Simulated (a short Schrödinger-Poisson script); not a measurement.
Structure: symmetric double-gate stack, SiO2 on p-type Si(100), at 300 K.

```
layer  material  thickness (nm)  Na (cm⁻³)
-----  --------  --------------  ---------
1          SiO2             2.3          -
2            Si               2       4e16
3          SiO2             2.3          -
```

The device is made up for the run: typed textbook-type constants, with dimensions and the other settings drawn at random. SiO2: permittivity 3.9, conduction-band edge (eV) 3.15, gap (eV) 9, electron mass (mₑ) 0.5. Si: permittivity 11.7, conduction-band edge (eV) 0, gap (eV) 1.124, Nv at 300 K (cm⁻³) 3.1e19.

Channel valleys (confinement mass, in-plane density-of-states mass, number): Δ2 0.916, 0.19, 2; Δ4 0.19, 0.417, 4. At the gates, both at one voltage, the conduction-band edge of layer 1 lies 3.67 eV − eVg above the Fermi level of the channel. Gaps are held at their typed values at every temperature. Mesh 0.03 nm at interfaces.

Solved with a short Schrödinger-Poisson script written for these runs: 1D Poisson equation in equilibrium, electrons quantum, Hartree (BenDaniel-Duke, 12 states a valley, the channel's in-plane mass for all, wave functions free to enter the dielectric), parabolic valleys, classical holes, full ionisation, no traps, pinning or gate leakage.

Only gate voltages with over 1e8 electrons/cm² are shown.

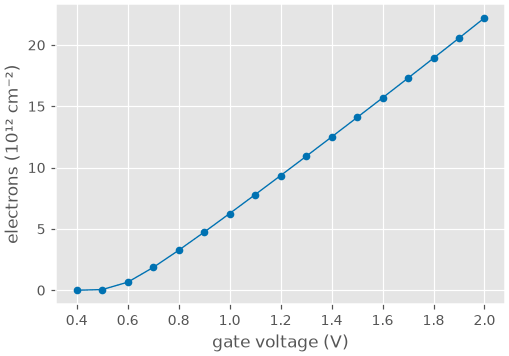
Figure: Sheet density against gate voltage

```csv
Vg (V),electrons (cm⁻²),C (μF/cm²),Δ2 E0 (meV),Δ2 E1 (meV),Δ4 E0 (meV),Δ4 E1 (meV)
0.4,1.34e9,0.00845,207.7,467.3,374.2,1171.0
0.5,5.64e10,0.313,110.8,370.4,277.4,1074.1
0.6,6.58e11,1.61,45.5,304.4,211.7,1007.5
0.7,1.86e12,2.14,14.7,272.3,180.4,974.3
0.8,3.26e12,2.32,-4.6,251.5,160.4,952.2
0.9,4.74e12,2.41,-19.5,235.0,144.8,934.3
1,6.26e12,2.45,-32.2,220.7,131.4,918.6
1.1,7.80e12,2.48,-43.6,207.6,119.3,904.1
1.2,9.35e12,2.50,-54.2,195.4,108.0,890.5
1.3,1.09e13,2.52,-64.1,183.9,97.4,877.5
1.4,1.25e13,2.54,-73.4,172.9,87.3,865.1
1.5,1.41e13,2.56,-82.2,162.5,77.8,853.2
1.6,1.57e13,2.57,-90.4,152.7,69.0,842.0
1.7,1.73e13,2.59,-98.0,143.5,60.7,831.4
1.8,1.89e13,2.61,-104.9,135.0,53.0,821.4
1.9,2.06e13,2.63,-111.3,127.0,46.0,812.0
2,2.22e13,2.65,-117.1,119.6,39.5,803.2
```

Subbands count from the Fermi level. The capacitance is that of both gates.
